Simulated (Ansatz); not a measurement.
Input file:

```
crystal:
  lattice:
    - [0.0, 3.9438222334, 3.9438222334]
    - [3.9438222334, 0.0, 3.9438222334]
    - [3.9438222334, 3.9438222334, 0.0]
  atoms:
    - { symbol: Tl, position: [0.0, 0.0, 0.0] }
    - { symbol: Ir, position: [0.5, 0.0, 0.0] }
    - { symbol: Ir, position: [0.0, 0.5, 0.5] }
    - { symbol: Ir, position: [0.0, 0.5, 0.0] }
    - { symbol: Ir, position: [0.5, 0.0, 0.5] }
    - { symbol: Ir, position: [0.0, 0.0, 0.5] }
    - { symbol: Ir, position: [0.5, 0.5, 0.0] }
    - { symbol: Ir, position: [0.5, 0.5, 0.5] }
basis:
  ecutwfc: 420
kpoints:
  mp_grid: { grid: [8, 8, 8] }
hamiltonian:
  xc: pbe
scf:
  occupations: { method: gaussian, width: 0.1 }
output:
  forces: true
  stress: true
  eigenvalues: true
  write_density: true
  write_potential: true
  elf: true
  volumetric_format: npy
relax:
  adjacent_minimum: "off"
  f_tol: 0.01
  max_steps: 80
  cell: { stress_tol: 0.05 }
```

Run with:

```sh
ansatz run input.yaml --threads 1 --pin off --max-ram 2560MiB --backend cpu --events-out ev --progress --plain --runs-dir out
```

Below, planes, directions and counts refer to the conventional cell (a = 7.88 Å, b = 7.88 Å, c = 7.88 Å, α = 90.00°, β = 90.00°, γ = 90.00°).

Space group Fm-3m; a structure generated by program, which may or may not match a known phase; computed without spin polarisation.

All numbers below come from Ansatz, DFT PBE, scalar-relativistic, plane waves, PAW.

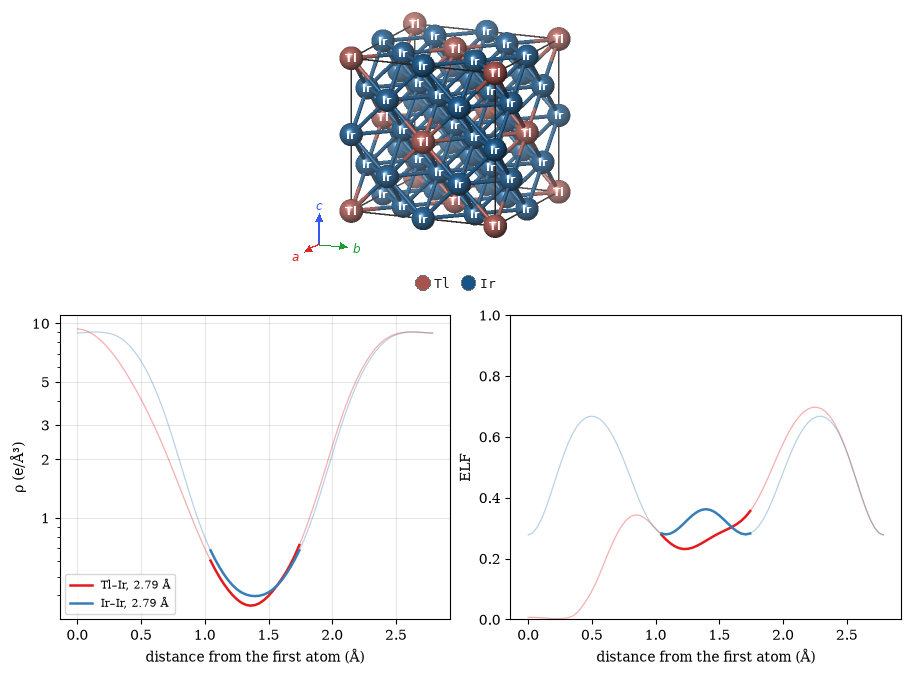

TlIr7. Valence electron density and ELF along straight lines between neighbouring atoms. Thin, pale parts lie inside the atomic spheres. The structure is drawn too.

The density is the valence pseudo-density of a PAW calculation; it isn't the true density close to the nuclei.

What can be read from the curves?

Tl–Ir (2.79 Å): ρ is about 0.36 e/Å³ halfway; the ELF is about 0.25 at the midpoint (no localised pair shows between them).
Ir–Ir (2.79 Å): the density is about 0.4 e/Å³ at the midpoint; the ELF is about 0.35 at the midpoint.
